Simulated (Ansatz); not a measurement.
# C2H4I: the cost of one run

All numbers are computed with the Python package of Ansatz 0.2.0. The levels of theory stand in the script.

## 1. The structure

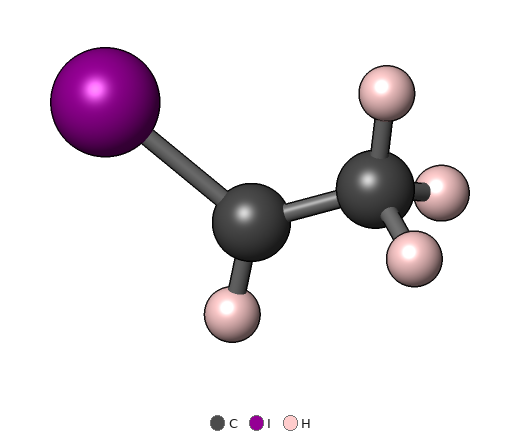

The structure that the script starts from, seen from a chosen angle (carbon dark grey, iodine purple, hydrogen pink).

The script holds or builds the structure itself.

## 2. The code

The input, c2h4i_basis.py:

```python
'''How the energy of C2H4I converges with the basis.'''

import ansatz

XC = 'b3lyp'

GEOMETRY = '''
C    -0.49200    0.39150   -0.14000
C     0.54630   -0.57100   -0.04830
I     1.61410   -0.79070    1.63130
H    -1.41320   -0.05450   -0.37710
H    -0.32400    1.12660   -0.98500
H    -0.67020    1.03260    0.76500
H     0.80030   -1.20250   -0.89170
'''

c2h4i = ansatz.Crystal.molecule()
for line in GEOMETRY.strip().splitlines():
    symbol, *xyz = line.split()
    c2h4i = c2h4i.atom(symbol, [float(v) for v in xyz])

job = c2h4i.calculation().functional(XC).spin('collinear', total=1)

energies = {}
for basis in ['def2-SVP', 'def2-SVPD', 'def2-TZVP', 'def2-TZVPP']:
    r = job.basis(gaussian=basis).run(threads=1, pin='off').report
    size = r['n_frozen'] + r['n_occupied'][0] + r['n_virtual'][0]
    energies[basis] = (r['reference_energy_ev'] / 27.211386246, r['free_energy_ev'] / 27.211386246)
    print(f'{basis:14s} {size:4d} orbitals  reference {energies[basis][0]:14.6f} Ha  total {energies[basis][1]:14.6f} Ha')

last = energies['def2-TZVPP'][1]
for basis, (_, total) in energies.items():
    print(f'{basis:14s} lies {27.211386 * (total - last):9.4f} eV above def2-TZVPP')
```

## 3. The calls as engine input

The package turns the script's settings into the engine's input (first run):

```yaml
crystal:
  periodic: [false, false, false]
  atoms:
    - { symbol: C, position_ang: [-0.492, 0.3915, -0.14] }
    - { symbol: C, position_ang: [0.5463, -0.571, -0.0483] }
    - { symbol: I, position_ang: [1.6141, -0.7907, 1.6313] }
    - { symbol: H, position_ang: [-1.4132, -0.0545, -0.3771] }
    - { symbol: H, position_ang: [-0.324, 1.1266, -0.985] }
    - { symbol: H, position_ang: [-0.6702, 1.0326, 0.765] }
    - { symbol: H, position_ang: [0.8003, -1.2025, -0.8917] }
basis:
  gaussian:
    orbitals: def2-SVP
hamiltonian:
  xc: b3lyp
magnetization:
  spin_polarized: true
  initial_magnetization: 1.0
```

## 4. The run

On the command line:

```bash
$ python c2h4i_basis.py
```

**Question.** How long does this script take on 1 thread of Arm Neoverse V2, shared host, and how much memory does it need?

About 26 s, with a peak of 0.43 GiB.
